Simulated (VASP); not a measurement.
Band structure of RbAlF4 (space group P4/mmm). Computed with LDA (Ceperley-Alder, Perdew-Zunger), VASP's LDA PAW potentials (set 64) (plane waves; VASP).

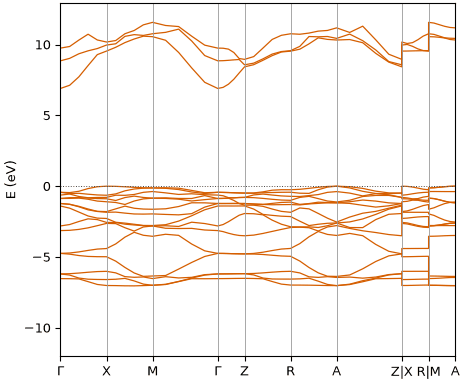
Bands along high-symmetry lines, zero at the valence-band maximum or, without a gap, the Fermi level

Task: Read the plot: is there a gap, and where are the band edges?

Result: The gap is indirect, 6.90 eV, from the valence maximum at X to the conduction minimum at Γ.

The structure comes from a computed database's RbAlF4 entry (P4/mmm); how it stands against other phases isn't given here. The cell was not relaxed at this level.
